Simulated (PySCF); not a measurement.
**Geometry relaxation, with input and output: CH$_{10}$BClSi$_{3}$**

The run: geometry relaxation of CH$_{10}$BClSi$_{3}$. Method and program: PBE0-D3(BJ)/def2-SVP geometry optimisation, gas phase (PySCF 2.14.0).

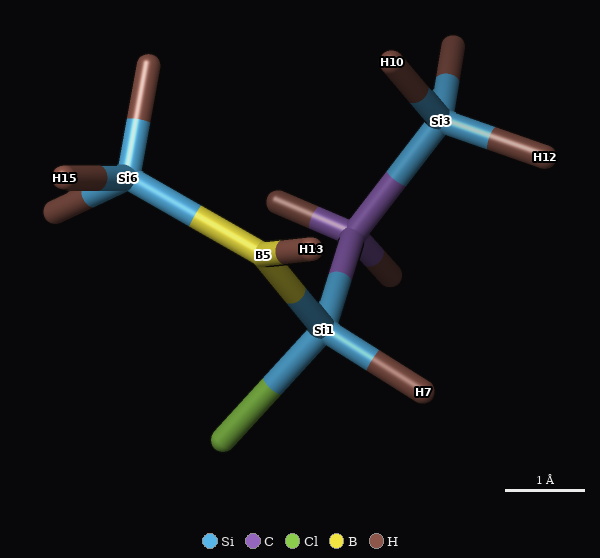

Figure 1. The starting structure (stick view, seen at a tilt; atoms are numbered from 1 in the order of the input).

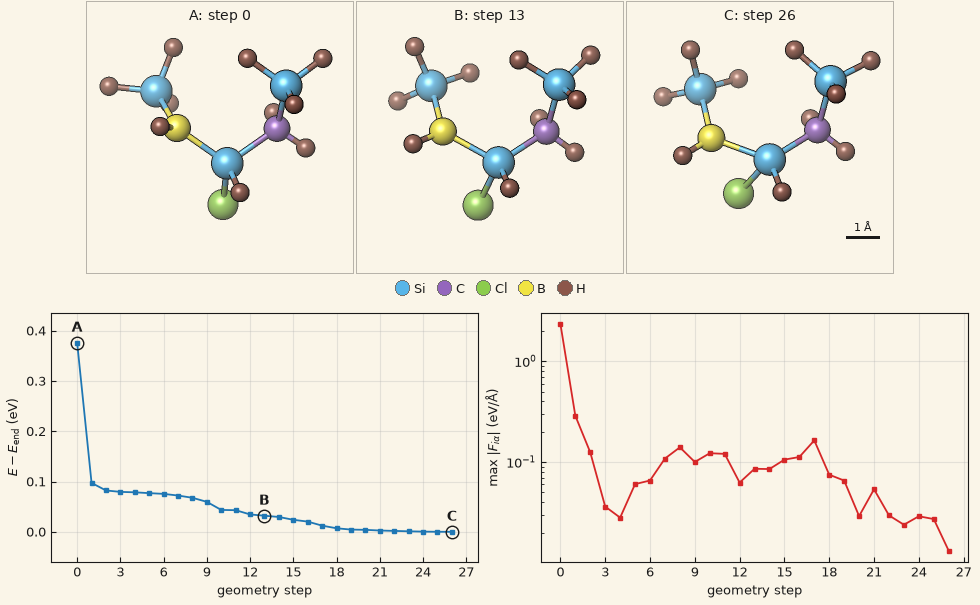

Figure 2. Frames of the relaxation (ball-and-stick view, seen at a tilt) above the curves, on which the letters mark them (steps are counted from 0).

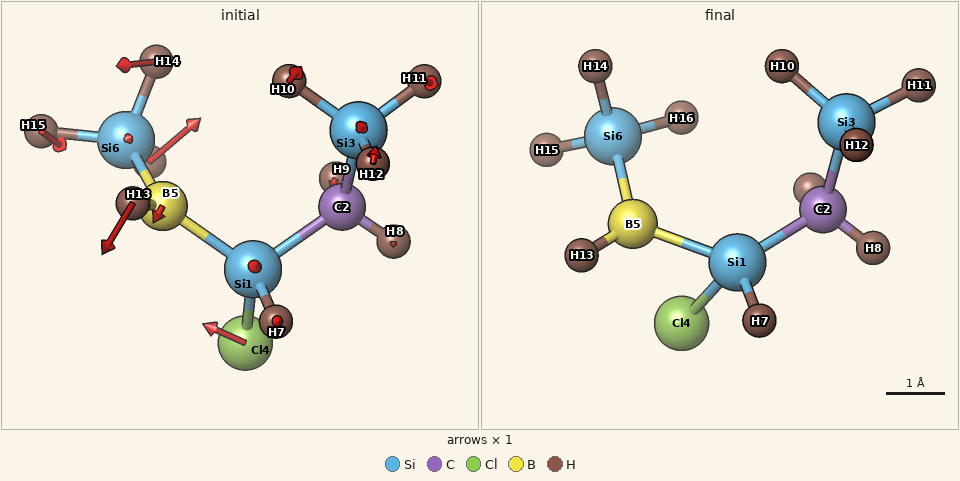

Figure 3. Before (left) and after (right) the relaxation, at one scale (ball-and-stick view, seen at a tilt). The red arrows give the displacements, at true length. H16 moves most after the best rigid fit: 1.36 Å. Largest moves by element: H 1.36 Å, Cl 0.88 Å, B 0.36 Å, Si 0.34 Å, C 0.05 Å. Among the contacts that change: Si1–Cl4 2.040 → 2.167 Å, Si1–C2 1.923 → 1.863 Å, B5–H13 1.153 → 1.207 Å, B5–Si6 1.968 → 2.009 Å. Among the angles that change: Cl4–Si1–B5 111.5° → 70.4°, C2–Si1–B5 110.4° → 122.5°, C2–Si1–H7 104.9° → 111.2°. The energy falls by 0.376 eV in 26 geometry steps. The largest force component goes from 2.3 to 0.013 eV/Å. (Atoms are counted from 1 in the order of the input.)

The input and output of the run follow.

Input:
```
{"job": {"xc": "PBE0", "basis": "def2-SVP", "d3": "d3bj", "grid": 2, "kind": "geom", "shake": 0.01}, "charge": 0, "multiplicity": 1}
Si    -1.036824    -0.057105    -1.109345
C     -0.797688     1.385477     0.139494
Si     0.924492     2.146985     0.107353
Cl    -2.928593    -0.758395    -0.810867
B      0.280960    -1.430456    -0.810068
Si     0.429684    -2.415186     0.887250
H     -1.159707     0.604302    -2.439891
H     -1.515423     2.178243    -0.035978
H     -0.991492     1.011592     1.163297
H      1.925933     1.083514     0.367916
H      1.058806     3.172376     1.162404
H      1.212697     2.749965    -1.186620
H      1.064930    -1.606965    -1.636692
H      1.430747    -1.771110     1.753770
H      0.871749    -3.828085     0.748828
H     -0.781723    -2.476469     1.721295
```

The first line tells a small driver script what to run in PySCF; the rest is the geometry in Å.

Command:
```bash
OMP_NUM_THREADS=1 python <driver script> task.json out
```

What the program printed:
```
step   0  E = -1396.58727322  max force = 0.045587
step   1  E = -1396.59751613  max force = 0.005589
step   2  E = -1396.59806660  max force = 0.002426
step   3  E = -1396.59817090  max force = 0.000705
step   4  E = -1396.59820219  max force = 0.000546
step   5  E = -1396.59826339  max force = 0.001175
step   6  E = -1396.59831607  max force = 0.001277
step   7  E = -1396.59843848  max force = 0.002105
step   8  E = -1396.59860189  max force = 0.002720
step   9  E = -1396.59889909  max force = 0.001948
step  10  E = -1396.59949020  max force = 0.002378
step  11  E = -1396.59950863  max force = 0.002343
step  12  E = -1396.59981821  max force = 0.001217
step  13  E = -1396.59991457  max force = 0.001667
step  14  E = -1396.60000398  max force = 0.001657
step  15  E = -1396.60021074  max force = 0.002054
step  16  E = -1396.60034257  max force = 0.002182
step  17  E = -1396.60063869  max force = 0.003187
step  18  E = -1396.60082989  max force = 0.001457
step  19  E = -1396.60092581  max force = 0.001273
step  20  E = -1396.60094389  max force = 0.000565
step  21  E = -1396.60099424  max force = 0.001044
step  22  E = -1396.60102169  max force = 0.000575
step  23  E = -1396.60105202  max force = 0.000465
step  24  E = -1396.60107415  max force = 0.000564
step  25  E = -1396.60108587  max force = 0.000530
step  26  E = -1396.60109007  max force = 0.000257
optimisation converged
```

Trajectory as extended XYZ (Å, eV, eV/Å), 7 of the 27 frames kept, from step=0 to step=26:
```
16
Properties=species:S:1:pos:R:3:forces:R:3 step=0 energy=-38003.07540
Si   -1.0368   -0.0571   -1.1094   -0.6575   2.3442   0.1676
C    -0.7977    1.3855    0.1395    0.7017  -0.8631   0.0166
Si    0.9245    2.1470    0.1074   -0.3826  -0.3749   0.5166
Cl   -2.9286   -0.7584   -0.8109   -0.8938  -0.6611   0.2278
B     0.2810   -1.4305   -0.8101   -0.1246  -0.2525   0.6372
Si    0.4297   -2.4152    0.8872   -0.1054  -0.6835   0.4247
H    -1.1597    0.6043   -2.4399    0.3186  -0.1386  -0.1787
H    -1.5154    2.1782   -0.0360   -0.5654   0.3445  -0.3072
H    -0.9915    1.0116    1.1633    0.0707  -0.0611  -0.1073
H     1.9259    1.0835    0.3679    0.2341  -0.2026   0.0091
H     1.0588    3.1724    1.1624    0.0630   0.2514   0.2126
H     1.2127    2.7500   -1.1866    0.1475   0.2908  -0.6714
H     1.0649   -1.6070   -1.6367    1.1125  -0.3296  -1.0071
H     1.4307   -1.7711    1.7538    0.4725   0.4024   0.1415
H     0.8718   -3.8281    0.7488    0.1185  -0.1789  -0.2022
H    -0.7817   -2.4765    1.7213   -0.5097   0.1127   0.1201
16
Properties=species:S:1:pos:R:3:forces:R:3 step=4 energy=-38003.37280
Si   -1.6660    0.1539   -1.3684    0.0155   0.0195  -0.0215
C    -1.3512    1.4748   -0.0746    0.0021   0.0131   0.0184
Si    0.3966    2.1757   -0.1328   -0.0103  -0.0096   0.0020
Cl   -3.5354   -0.7254   -1.0478   -0.0263  -0.0281   0.0007
B    -0.3309   -1.3362   -1.1407    0.0028   0.0196   0.0031
Si   -0.3057   -2.3834    0.5781    0.0049  -0.0009   0.0141
H    -1.7375    0.7842   -2.7199    0.0170  -0.0012   0.0013
H    -2.0826    2.2919   -0.1937   -0.0109  -0.0082  -0.0092
H    -1.5184    1.0264    0.9203    0.0101   0.0005   0.0006
H     1.3807    1.0609    0.0527    0.0007  -0.0013  -0.0030
H     0.6121    3.1896    0.9423    0.0062  -0.0016   0.0021
H     0.6616    2.8088   -1.4604    0.0027   0.0034   0.0001
H     0.5101   -1.5712   -1.9780   -0.0122  -0.0082   0.0000
H     0.7581   -1.7155    1.4057    0.0027  -0.0018  -0.0005
H     0.0877   -3.8165    0.4048   -0.0040  -0.0001  -0.0073
H    -1.5851   -2.3201    1.3482   -0.0011   0.0047  -0.0010
16
Properties=species:S:1:pos:R:3:forces:R:3 step=9 energy=-38003.39176
Si   -1.5529    0.2035   -1.4979    0.0207  -0.0358   0.0453
C    -1.4464    1.4325   -0.0861   -0.0233  -0.1001  -0.0917
Si    0.3038    2.1221   -0.0016    0.0451   0.0090   0.0213
Cl   -3.3696   -0.8561   -1.4783    0.0835   0.0356   0.0178
B    -0.3179   -1.3461   -1.1948   -0.0366  -0.0593   0.0317
Si   -0.2231   -2.1862    0.6391   -0.0200   0.0267  -0.0477
H    -1.4692    0.9156   -2.8062   -0.0432   0.0163  -0.0038
H    -2.2072    2.2236   -0.1779    0.0421   0.0477   0.0072
H    -1.6356    0.8774    0.8489   -0.0395   0.0246   0.0082
H     1.2543    0.9590   -0.0651    0.0009   0.0247   0.0094
H     0.5704    2.8736    1.2609   -0.0275   0.0014   0.0025
H     0.5961    3.0054   -1.1706   -0.0190   0.0030   0.0001
H     0.2931   -1.8839   -2.0881    0.0042   0.0241  -0.0215
H     1.1718   -2.0178    1.1649    0.0058  -0.0061  -0.0058
H    -0.5128   -3.6524    0.5567   -0.0064  -0.0047   0.0155
H    -1.1606   -1.5720    1.6318    0.0134  -0.0071   0.0116
16
Properties=species:S:1:pos:R:3:forces:R:3 step=13 energy=-38003.41939
Si   -1.4612    0.1963   -1.5450    0.0857   0.0278  -0.0324
C    -1.4369    1.4502   -0.1616   -0.0199   0.0285   0.0172
Si    0.2708    2.1955    0.1241    0.0080  -0.0207   0.0128
Cl   -3.2641   -0.8951   -1.5301    0.0017  -0.0216   0.0215
B    -0.3996   -1.4619   -1.2372   -0.0363  -0.0119   0.0054
Si   -0.1513   -2.2084    0.6171   -0.0122  -0.0078  -0.0026
H    -1.3559    0.8858   -2.8643   -0.0240   0.0006  -0.0011
H    -2.1622    2.2583   -0.3535   -0.0046  -0.0072  -0.0078
H    -1.7443    0.9402    0.7673    0.0015  -0.0158  -0.0060
H     1.2930    1.0999    0.1726   -0.0049   0.0023   0.0063
H     0.3195    2.9461    1.4140   -0.0012   0.0116  -0.0049
H     0.6351    3.1178   -0.9938    0.0021  -0.0053  -0.0055
H    -0.0488   -2.1425   -2.1726   -0.0012   0.0157  -0.0067
H     1.3069   -2.4753    0.8439    0.0033   0.0038  -0.0006
H    -0.8835   -3.5086    0.7446    0.0064  -0.0038   0.0059
H    -0.6234   -1.3002    1.7101   -0.0046   0.0038  -0.0017
16
Properties=species:S:1:pos:R:3:forces:R:3 step=17 energy=-38003.43910
Si   -1.3864    0.2280   -1.5503    0.1129   0.1639  -0.0071
C    -1.4201    1.5072   -0.1897   -0.0974  -0.0969  -0.0575
Si    0.2770    2.2025    0.2412    0.0476   0.0165  -0.0214
Cl   -2.9604   -1.1970   -1.2715   -0.0788  -0.0542  -0.0279
B    -0.4657   -1.4910   -1.3403   -0.1204  -0.0955   0.0559
Si   -0.1399   -2.1963    0.5160    0.1307   0.0547  -0.0323
H    -1.5970    0.8702   -2.8788    0.0052  -0.0109  -0.0103
H    -2.1114    2.3169   -0.4760    0.0204   0.0253   0.0517
H    -1.8237    1.0158    0.7119    0.0104   0.0302   0.0205
H     1.1513    1.0977    0.7390    0.0026   0.0012   0.0017
H     0.1725    3.2604    1.2902   -0.0113  -0.0062   0.0003
H     0.9179    2.7959   -0.9738   -0.0059  -0.0024  -0.0002
H    -0.2806   -2.1784   -2.3156    0.0204   0.0036   0.0049
H     1.3439   -2.3527    0.6883   -0.0080  -0.0038   0.0364
H    -0.7722   -3.5285    0.7641   -0.0112  -0.0090  -0.0195
H    -0.6112   -1.2525    1.5807   -0.0172  -0.0166   0.0048
16
Properties=species:S:1:pos:R:3:forces:R:3 step=22 energy=-38003.44952
Si   -1.3763    0.2526   -1.5576    0.0272   0.0001  -0.0066
C    -1.4363    1.5005   -0.1758    0.0271   0.0296   0.0253
Si    0.2771    2.1795    0.2439   -0.0187   0.0063  -0.0172
Cl   -2.9326   -1.2276   -1.3267   -0.0090  -0.0059   0.0011
B    -0.5255   -1.4977   -1.3374   -0.0140  -0.0030   0.0136
Si   -0.1273   -2.1798    0.5117   -0.0120  -0.0109  -0.0029
H    -1.5788    0.9037   -2.8826   -0.0012   0.0000  -0.0017
H    -2.1106    2.3342   -0.4301   -0.0161  -0.0149  -0.0106
H    -1.8296    1.0042    0.7272    0.0033  -0.0094  -0.0025
H     1.1350    1.0803    0.7787    0.0010  -0.0052   0.0004
H     0.1766    3.2721    1.2565    0.0020  -0.0017   0.0030
H     0.9244    2.7246   -0.9903    0.0026   0.0019   0.0046
H    -0.3282   -2.1768   -2.3152    0.0010   0.0053  -0.0054
H     1.3608   -2.2020    0.7050    0.0044   0.0054  -0.0032
H    -0.6379   -3.5677    0.7429    0.0035   0.0010   0.0020
H    -0.6969   -1.3019    1.5856   -0.0010   0.0013   0.0001
16
Properties=species:S:1:pos:R:3:forces:R:3 step=26 energy=-38003.45138
Si   -1.3304    0.2436   -1.5514    0.0098   0.0054   0.0025
C    -1.4098    1.4837   -0.1639   -0.0059  -0.0047  -0.0132
Si    0.2731    2.2481    0.2247    0.0021   0.0018   0.0022
Cl   -2.9126   -1.2233   -1.3486   -0.0047  -0.0030   0.0012
B    -0.5513   -1.5366   -1.3280   -0.0095  -0.0012  -0.0038
Si   -0.1580   -2.2203    0.5195    0.0051  -0.0011  -0.0014
H    -1.5087    0.9029   -2.8759   -0.0050  -0.0016  -0.0003
H    -2.1357    2.2782   -0.4026    0.0014   0.0028   0.0047
H    -1.7575    0.9606    0.7427    0.0018   0.0020   0.0035
H     1.2011    1.1832    0.7107    0.0001  -0.0003  -0.0007
H     0.1413    3.3078    1.2682   -0.0011  -0.0008   0.0006
H     0.8586    2.8573   -1.0099   -0.0008   0.0009   0.0004
H    -0.3582   -2.2078   -2.3120    0.0072   0.0005   0.0017
H     1.3304   -2.2161    0.7153   -0.0001  -0.0024   0.0031
H    -0.6462   -3.6151    0.7560   -0.0009   0.0004  -0.0003
H    -0.7420   -1.3481    1.5909    0.0005   0.0013  -0.0001
```

Key numbers:

- outcome: converged
- total energy: −1396.601090 hartree
- dipole moment: 2.32 D
- point group: C1
- hardware: 1 CPU thread, shared host
- wall time: 7.1 min
- peak memory: 0.78 GiB
